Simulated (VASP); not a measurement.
Band structure of GaN (space group F-43m). These are PBE GGA, VASP's PBE PAW potentials (set 64) (plane waves; VASP) values and carry that method's errors.

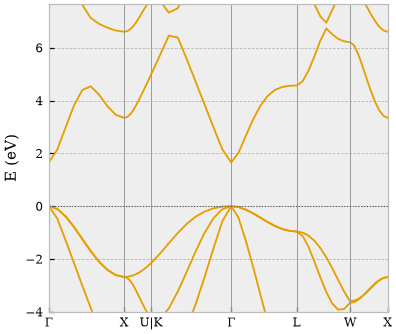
*Bands along high-symmetry lines, zero at the valence-band maximum or, without a gap, the Fermi level*

Task: Read the plot: is there a gap, and where are the band edges?

Result: The gap is direct, 1.66 eV, from the valence maximum at Γ to the conduction minimum at Γ.

The structure is a typed GaN crystal (F-43m). The cell was not relaxed at this level.
